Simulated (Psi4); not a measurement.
# wB97M-V/def2-SVP run of C2F6O (SMILES FC(F)(F)OC(F)(F)F)

What is the vertical ionisation energy of C2F6O at wB97M-V/def2-SVP? 

Program for the calculation: Psi4 1.11.

## Step 1: The system as given

C2F6O: 9 atoms, total charge 0, spin state singlet. SMILES: `FC(F)(F)OC(F)(F)F`. Geometry: relaxed at PBE0-D4/def2-TZVP.

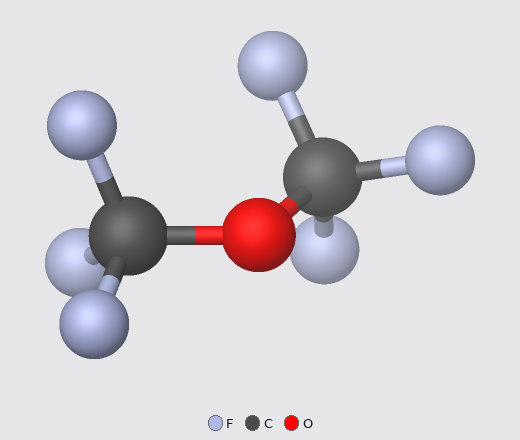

The structure, seen from a chosen angle (fluorine light blue, carbon dark grey, oxygen red).

## Step 2: A single-point energy at wB97M-V/def2-SVP

input.dat reads:

```
memory 2200 mb

molecule mol {
  0 1
  F
  C 1 1.316353
  F 2 1.325271 1 109.37212
  F 2 1.324155 1 108.863 3 118.15635
  O 2 1.371201 1 106.5134 4 120.23872
  C 5 1.371206 2 120.08309 1 163.3939
  F 6 1.316355 5 106.51393 2 163.3853
  F 6 1.324161 7 108.8632 5 -120.23865
  F 6 1.325273 7 109.37174 8 -118.15587
  symmetry c1
}

set puream true
set e_convergence 1e-09
set d_convergence 1e-08
set scf_type pk
set dft_radial_points 99
set dft_spherical_points 590

E, wfn = energy("wb97m-v/def2-SVP", return_wfn=True)
```

Started as:

```
$ psi4 -i input.dat -o output.dat -n 1
```

output.dat:

```text
[...]
  Running in c1 symmetry.
[...]
  Nuclear repulsion =  565.577128226668492
[...]
  Multiplicity = 1
[...]
  Nalpha       = 37
  Nbeta        = 37
[...]
    Number of basis functions: 126
[...]
   @RKS iter   1:  -749.52311401280178   -3.53849e-02   6.63588e-03 DIIS/ADIIS
[...]
   @RKS iter  10:  -749.77135441441942   -8.12861e-11   8.99205e-09 DIIS
[...]
    Orbital Energies [Eh]
    ---------------------
    Doubly Occupied:
       1A    -24.980415     2A    -24.980354     3A    -24.975364
       4A    -24.975339     5A    -24.974291     6A    -24.974218
       7A    -19.446734     8A    -10.693688     9A    -10.693676
      10A     -1.495534    11A     -1.478419    12A     -1.386549
      13A     -1.384473    14A     -1.381197    15A     -1.378502
      16A     -1.264264    17A     -0.914627    18A     -0.826659
      19A     -0.793079    20A     -0.770637    21A     -0.766783
      22A     -0.746502    23A     -0.739492    24A     -0.665602
      25A     -0.627912    26A     -0.622986    27A     -0.616945
      28A     -0.612325    29A     -0.591669    30A     -0.591266
      31A     -0.574051    32A     -0.567923    33A     -0.565393
      34A     -0.552748    35A     -0.552141    36A     -0.538834
[...]
  @RKS Final Energy:  -749.77135441441942
   => Energetics <=
    Nuclear Repulsion Energy =            565.5771282266684921
    One-Electron Energy =               -2164.4504351134501121
    Two-Electron Energy =                 909.1659834504303035
    DFT Exchange-Correlation Energy =     -60.3624441554855409
    Empirical Dispersion Energy =           0.0000000000000000
    VV10 Nonlocal Energy =                  0.2984131774174025
    Total Energy =                       -749.7713544144194202
[...]
 Multipole Moments:
 ------------------------------------------------------------------------------------
     Multipole            Electronic (a.u.)      Nuclear  (a.u.)        Total (a.u.)
 ------------------------------------------------------------------------------------
 L = 1.  Multiply by 2.5417464519 to convert [e a0] to [Debye]
 Dipole X            :          0.3585366           -0.3404847            0.0180519
 Dipole Y            :         -0.4382198            0.4161673           -0.0220525
 Dipole Z            :          0.4895820           -0.4649380            0.0246440
 Magnitude           :                                                    0.0376764
[...]
```

It took 2.8 min on 1 thread of Intel Xeon Platinum 8375C at 2.90GHz (Ice Lake), shared host; peak memory 1.1 GiB.

## Step 3: The doublet cation

c2f6o.py reads:

```python
import psi4

psi4.set_memory('2200 MB')
psi4.set_num_threads(1)
psi4.set_output_file('c2f6o.out', False)

molecule = psi4.geometry("""
1 2
F      2.076690    -0.384510    -0.999750
C      0.777760    -0.429490    -0.791080
F      0.159870     0.303300    -1.706270
F      0.367380    -1.682330    -0.915040
O      0.570650     0.041580     0.479900
C     -0.682950     0.436400     0.870810
F     -0.666110     0.487120     2.186080
F     -0.980110     1.637760     0.399820
F     -1.623170    -0.409820     0.475530
symmetry c1
no_reorient
no_com
""")

options = {'reference': 'uks', 'puream': True, 'e_convergence': 1e-09, 'd_convergence': 1e-08, 'scf_type': 'pk', 'dft_radial_points': 99, 'dft_spherical_points': 590, 'maxiter': 100}
psi4.set_options(options)

e_tot, wfn = psi4.energy("wb97m-v/def2-SVP", molecule=molecule, return_wfn=True)
print(f'total energy {e_tot:.8f} hartree = {e_tot * 27.211386:.5f} eV')
```

Started as:

```
$ python c2f6o.py
```

c2f6o.out:

```text
[...]
  Running in c1 symmetry.
[...]
  Nuclear repulsion =  565.577163654716742
[...]
  Multiplicity = 2
[...]
  Nalpha       = 37
  Nbeta        = 36
[...]
    Number of basis functions: 126
[...]
   @UKS iter   1:  -748.98554524251733    5.02185e-01   6.54142e-03 ADIIS/DIIS
[...]
   @UKS iter  20:  -749.24966889735208   -2.64890e-11   9.40455e-09 DIIS
[...]
   @S^2 Observed:                7.540100254E-01
[...]
    Orbital Energies [Eh]
    ---------------------
    Alpha Occupied:
       1A    -25.244430     2A    -25.244356     3A    -25.235036
       4A    -25.234974     5A    -25.218370     6A    -25.218344
       7A    -19.875378     8A    -10.963458     9A    -10.963444
      10A     -1.771371    11A     -1.732215    12A     -1.641394
      13A     -1.637404    14A     -1.633640    15A     -1.627143
      16A     -1.621774    17A     -1.236344    18A     -1.081158
      19A     -1.057833    20A     -1.049277    21A     -1.037688
      22A     -0.997011    23A     -0.982783    24A     -0.948601
      25A     -0.925446    26A     -0.878093    27A     -0.869441
      28A     -0.862041    29A     -0.856685    30A     -0.851400
      31A     -0.836281    32A     -0.821185    33A     -0.819698
      34A     -0.816248    35A     -0.806091    36A     -0.794533
[...]
  @UKS Final Energy:  -749.24966889735208
   => Energetics <=
    Nuclear Repulsion Energy =            565.5771636547167418
    One-Electron Energy =               -2144.8102039030923152
    Two-Electron Energy =                 889.7493156607650917
    DFT Exchange-Correlation Energy =     -60.0617743503021657
    Empirical Dispersion Energy =           0.0000000000000000
    VV10 Nonlocal Energy =                  0.2958300405605230
    Total Energy =                       -749.2496688973520804
[...]
 Multipole Moments:
 ------------------------------------------------------------------------------------
     Multipole            Electronic (a.u.)      Nuclear  (a.u.)        Total (a.u.)
 ------------------------------------------------------------------------------------
 L = 1.  Multiply by 2.5417464519 to convert [e a0] to [Debye]
 Dipole X            :          1.8732088           -1.6156969            0.2575118
 Dipole Y            :          0.1363746           -0.1175788            0.0187959
 Dipole Z            :          1.5754591           -1.3588832            0.2165760
 Magnitude           :                                                    0.3370027
[...]
```

Standard output:

```text
total energy -749.24966890 hartree = -20388.12195 eV
```

It took 6 min on 1 thread of Intel Xeon Platinum 8375C at 2.90GHz (Ice Lake), shared host; peak memory 1.1 GiB.

## Step 4: Outcome

Level: wB97M-V/def2-SVP.

| quantity | value |
| --- | --- |
| singlet C2F6O: total energy | -749.77135 Eh |
| singlet C2F6O: dipole moment | 0.10 D |
| singlet C2F6O: HOMO energy | -13.77 eV |
| singlet C2F6O: LUMO energy | 6.38 eV |
| singlet C2F6O: HOMO–LUMO gap | 20.15 eV |
| doublet cation: total energy | -749.24967 Eh |
| doublet cation: HOMO energy (highest over α and β) | -21.49 eV |
| doublet cation: LUMO energy (lowest over α and β) | -14.55 eV |
| doublet cation: ⟨S²⟩ | 0.754 |
| vertical ionisation energy (to the doublet cation) | 14.196 eV |

What this shows: Removing an electron at fixed nuclei costs 14.20 eV (1370 kJ/mol). The negative HOMO energy of the first species, 13.77 eV, lies 0.42 eV below that difference.
